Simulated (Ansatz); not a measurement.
# Surface energy of Ru(001) slab (three-index Miller notation) (24 atoms)

What is the surface energy of this cell, counted against the bulk crystal, and how far does it hang on functional and mesh?

Calculated with Ansatz 0.2.0: Kohn-Sham DFT, PBE, PAW (set soft_2), plane waves; cutoff 420 eV, fermi-dirac smearing of 0.1 eV. Cutoffs: 420 eV for PBE and PBEsol; 500 eV for r2SCAN.

**The cells**

The cell holds 24 atoms: 24 Ru. Cell: a = 5.430 Å, b = 5.430 Å, c = 25.700 Å, α = 90.0°, β = 90.0°, γ = 120.0°. It derives from Ru. The starting structure: Slab of Ru cut on (0 0 1), 10.7 Å thick, 2 x 2 surface cells, both faces free, 15 Å of vacuum; not relaxed. Lattice constants are starting values near those of PBE. Vacuum lies along c.

The bulk reference is Ru2 in a cell of 2 atoms, 13.661 Å³ an atom.

The input of the single point on the relaxed cell:

```yaml
crystal:
  lattice:
    - [5.43, 0.0, 0.0]
    - [-2.715, 4.70252, 0.0]
    - [0.0, 0.0, 25.7]
  atoms:
    - { symbol: Ru, position: [0.16667, 0.33333, 0.29388] }
    - { symbol: Ru, position: [1.0, 1.0, 0.37404] }
    - { symbol: Ru, position: [0.16667, 0.33333, 0.45795] }
    - { symbol: Ru, position: [1.0, 1.0, 0.54205] }
    [... 18 atom lines left out ...]
    - { symbol: Ru, position: [0.66667, 0.83333, 0.62596] }
    - { symbol: Ru, position: [0.5, 0.5, 0.70612] }
kpoints:
  mp_grid: { grid: [8, 8, 1] }
hamiltonian:
  xc: pbe
scf:
  occupations: { method: fermi_dirac, width: 0.1 }
output:
  forces: true
  populations: true
  dos:
    method: { smearing: { sigma: 0.08 } }
    de: 0.1
    projected: { site_lists: { Ru: [Ru] } }
  eigenvalues: true
  write_density: true
  write_potential: true
  volumetric_format: npy
```

```
                                      cell  formula                    k-mesh  relaxation steps  gain on relaxing (eV)  free energy, PBE (eV)  time of its runs on this page
Ru(001) slab (three-index Miller notation)     Ru24  8×8×1 (relaxed on 5×5×1)                 4                   0.24            -141080.608                           35 s
                                   bulk Ru      Ru2                  23×23×13                 -                      -             -11757.403                           27 s
```

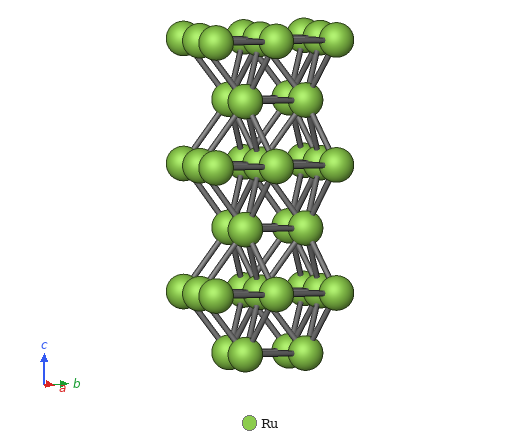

The relaxed cell. Some periodic images of atoms are drawn too.

**Surface energy**

The excess is the cell's free energy less 12 times that of the bulk cell. It is divided by twice the area, as the cell holds two faces, so the value is their mean, and they need not be alike (25.53 Å²), with 1 eV/Å² = 16.022 J/m².

| level | k-mesh | excess (eV) | surface energy (J/m²) | per area (meV/Å²) |
| --- | --- | --- | --- | --- |
| PBE | 8×8×1 | 8.232 | 2.582 | 161.2 |
| PBE, denser mesh | 10×10×1 | 8.222 | 2.579 | 161.0 |
| r2SCAN | 8×8×1 | 8.969 | 2.814 | 175.6 |
| PBEsol | 8×8×1 | 9.596 | 3.011 | 187.9 |

Worked for the first row at PBE: (-141080.608) − 12 × (-11757.403) = 8.232 eV (from unrounded energies).

Then 8.232 / (2 × 25.53) × 16.022 = 2.582 J/m².

**Neighbours**

Bonds by pair of elements; cutoffs follow the first minimum of g(r), held within bounds set by covalent radii, and pairs that aren't listed don't count as bonded:

| pair A-B | cutoff (Å) | bonds | mean length (Å) | spread (Å) | shortest (Å) | B about A | A about B |
| --- | --- | --- | --- | --- | --- | --- | --- |
| Ru-Ru | 3.12 | 132 | 2.68 | 0.047 | 2.59 | 11 | 11 |

How many atoms have how many bonded neighbours:

| element | mean | 9 | 12 |
| --- | --- | --- | --- |
| Ru | 11 | 8 | 16 |

**Findings**

At PBE the surface energy is 2.58 J/m². At the same geometries the levels give 2.58 (PBE) to 3.01 J/m² (PBEsol) and the denser mesh leaves it within 0.01 J/m². Relaxing the atoms lowered it by 0.075 J/m² from the start (on the 5×5×1 mesh of the relaxation), and the farthest atom moved 0.05 Å. By these cutoffs 8 of 24 Ru atoms differ from the commonest count of 12.

Limits: The cell edges were held, so the lattice is the typed one for every functional. Cell and bulk are sampled on unlike meshes, and the error grows with the number of atoms subtracted. These are free energies under a smearing of 0.1 eV, whose entropy term isn't removed. In some runs the program notes that positions were snapped to a detected symmetry and the exchange-correlation potential is rough where the density is thin.

[Logs are printed without paths, hosts, clocks, repeated set-up lines and the standing remarks that a program may print on its own settings, such as how far it seeks lower states.]

[Hosts, paths, dates, database ids (printed as entryN), source tags and the programs' standing remarks are cut or masked in the printed files.]
